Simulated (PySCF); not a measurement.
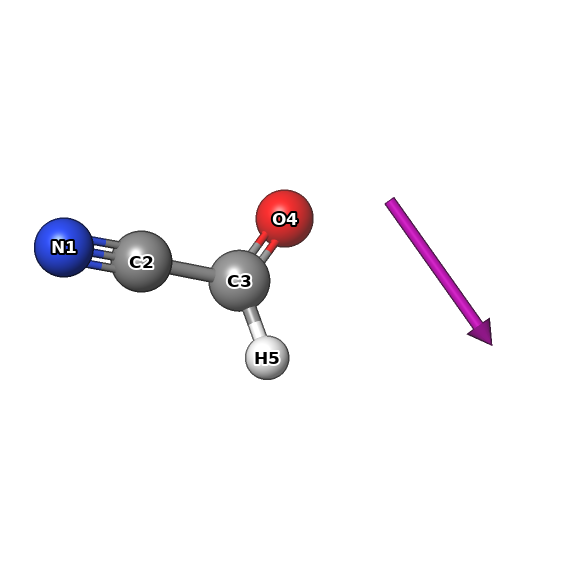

The arrow beside the molecule shows the direction of the dipole moment, from the negative to the positive end (its length means nothing). Computed geometry: PBE0-D3(BJ)/def2-SVP optimisation. No frequency run is at hand to confirm it as a minimum. Properties computed with PBE0/def2-TZVP, gas phase (PySCF 2.14.0).

> How large is the dipole moment?

2.47 D; it points from the side of N1 to the side of H5 (the outermost atoms at the two ends).
